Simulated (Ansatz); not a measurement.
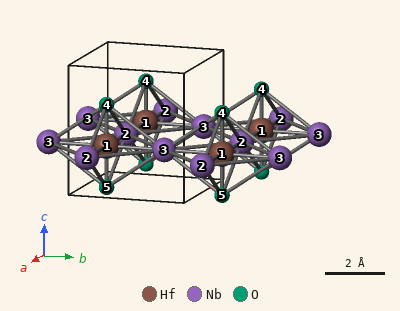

A crystal of HfNb$_{2}$O$_{2}$ (a generated structure, set up in P4/mmm) (coarse preliminary run), before the relaxation. The picture is a ball-and-stick view of the cell of the calculation, repeated 2 × 2 × 1 with one cell outlined, seen slightly off an axis.

The calculation used DFT PBE, scalar-relativistic, plane waves, PAW in Ansatz 0.2.0.

Input
```yaml
crystal:
  lattice:
    - [4.18450836, 0.0, 0.0]
    - [0.0, 4.18450836, 0.0]
    - [0.0, 0.0, 4.54090465]
  atoms:
    - { symbol: Hf, position: [0.5, 0.5, 0.5] }
    - { symbol: Nb, position: [0.0, 0.5, 0.5] }
    - { symbol: Nb, position: [0.5, 0.0, 0.5] }
    - { symbol: O, position: [0.5, 0.5, 0.81808068] }
    - { symbol: O, position: [0.5, 0.5, 0.18191932] }
basis:
  ecutwfc: 420
kpoints:
  mp_grid: { grid: [4, 4, 4] }
hamiltonian:
  xc: pbe
scf:
  occupations: { method: gaussian, width: 0.1 }
  lower_state_search: "off"
output:
  forces: true
  stress: true
  eigenvalues: true
relax:
  adjacent_minimum: "off"
  f_tol: 0.04
  max_steps: 70
  cell: { stress_tol: 0.4 }
```

Command:
```bash
ansatz run input.yaml --threads 1 --pin off --max-ram 2560MiB --backend cpu --events-out ev --progress --plain --runs-dir out
```

**Predict the outcome.**

The largest moves relative to the cell, 0.33 Å, are those of O4 and O5. O5 goes along −c. Nb and Hf stay in place. The drawn cell changes as follows: a = b 4.185 → 5.064 Å (+21.0 %), c 4.541 → 5.430 Å (+19.6 %); the volume changes by +75.1 %. Among the contacts that change: Nb2–O4 2.542 → 3.260 Å, Nb2–Nb3 2.959 → 3.581 Å, Hf1–O4 1.444 → 2.053 Å, Hf1–Nb2 2.092 → 2.532 Å. The space group stays P4/mmm (No. 123). Over 10 accepted moves (13 points after the start) the energy falls by 23.111 eV per cell of the calculation. The largest force component goes from 34 to 0.034 eV/Å. The pressure goes from 155.34 to 0.23 GPa. The line search rejected the trial step at point 3 of the run. At 2 points the geometry stayed and the basis and grid were re-selected for the new cell (energy shift of 0.848 eV per cell of the calculation at most each time). The run took 75 s on 1 thread of Intel(R) Xeon(R) Platinum 8375C CPU @ 2.90GHz (Ice Lake), on a shared host, peak memory 0.48 GiB.

The structure at the end:

```xyz
5
Lattice="5.0636 0.0000 0.0000 0.0000 5.0636 0.0000 0.0000 0.0000 5.4298" Properties=species:S:1:pos:R:3 pbc="T T T"
Hf    2.5318    2.5318    2.7149
Nb    0.0000    2.5318    2.7149
Nb    2.5318    0.0000    2.7149
O     2.5318    2.5318    4.7681
O     2.5318    2.5318    0.6618
```

After the run, drawn alike:

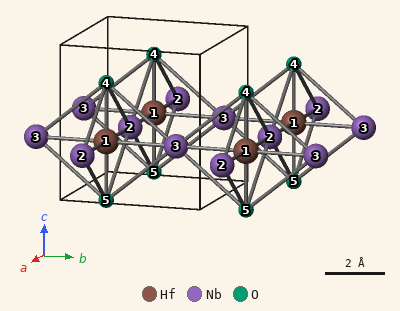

Limits of the set-up: the k-point mesh is coarse for a cell with partly filled bands; layers or molecules are held without a dispersion correction, so their spacing is unreliable.
